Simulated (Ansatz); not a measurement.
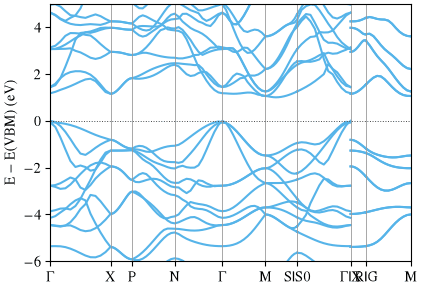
Figure. Band structure from LDA (plane waves, PAW; program Ansatz)

**Question.** Read off the gap and where the band edges lie.

**Answer.** About 1.0 eV (1.00 eV by a search for the band edges); maximum at Γ, minimum on the M–S line, 34 % of the way from M.

The material is ZnGeP$_{2}$ (chalcopyrite, I-42d).

The cell was relaxed with LDA under the symmetry of its start. Scalar-relativistic: spin–orbit coupling is off unless named, which matters more the heavier the elements.

Potentials: the later of the program's two PAW sets.
